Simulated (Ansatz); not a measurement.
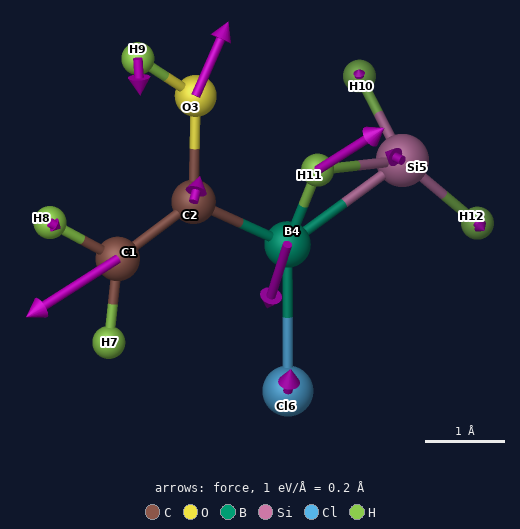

Starting geometry of C2H6BClOSi with the computed forces as purple arrows. A ball-and-stick model, seen at a tilt.

The run prepares an end point of a later path (hydrogen shift) calculation, from a guessed geometry.

Theory: RKS PBE/STO-3G in Ansatz 0.2.0.

The input:
```yaml
crystal:
  periodic: [false, false, false]
  atoms:
    - { symbol: C, position_ang: [-1.0299, 1.3919, 1.2025] }
    - { symbol: C, position_ang: [-0.1745, 0.7411, 0.4984] }
    - { symbol: O, position_ang: [1.1041, 1.2194, 0.3796] }
    - { symbol: B, position_ang: [-0.4652, -0.6017, -0.2142] }
    - { symbol: Si, position_ang: [0.8162, -1.5959, -1.225] }
    - { symbol: Cl, position_ang: [-2.2446, -1.3068, -0.1298] }
    - { symbol: H, position_ang: [-2.0743, 1.099, 1.2959] }
    - { symbol: H, position_ang: [-0.7675, 2.3845, 1.6652] }
    - { symbol: H, position_ang: [1.4351, 2.1015, 0.8716] }
    - { symbol: H, position_ang: [1.3247, -0.7397, -2.2723] }
    - { symbol: H, position_ang: [0.67606, -0.58378, 0.04293] }
    - { symbol: H, position_ang: [0.2433, -2.8042, -1.7535] }
basis:
  gaussian: { orbitals: STO-3G }
hamiltonian:
  xc: pbe
relax:
  f_tol: 0.02
  max_steps: 50
```

Command:
```bash
ansatz run input.yaml --threads 1 --pin off --max-ram 2048MiB --backend cpu --events-out ev --progress --plain --runs-dir out
```

> What follows when this structure is relaxed?

It isn't relaxed: the largest force vector, on C1, is 7.30 eV/Å. The final displacements follow the starting forces only in part (cosine between the two patterns 0.46). Over 13 geometry steps the energy falls by 132.6 kcal/mol. The largest force component goes from 5.4 to 0.0079 eV/Å. The atom that moves furthest after the best rigid fit is H11 (1.79 Å). Largest moves by element: H 1.79 Å, C 0.26 Å, Cl 0.23 Å, B 0.19 Å, Si 0.12 Å, O 0.07 Å. Near-neighbour distances that change, for instance: C2–H11 1.639 → 3.572 Å, B4–H11 1.170 → 2.821 Å, Si5–H11 1.628 → 1.458 Å, B4–Cl6 1.916 → 1.797 Å. Bonds break: B4–H11 (1.17 → 2.82 Å). Bond angles that change, for instance: B4–Si5–H11 37.5° → 109.7°, H11–Si5–H12 140.7° → 108.2°, C2–O3–H9 122.7° → 103.0°.

Limits of the set-up: STO-3G is a minimal basis, so the numbers are rough.
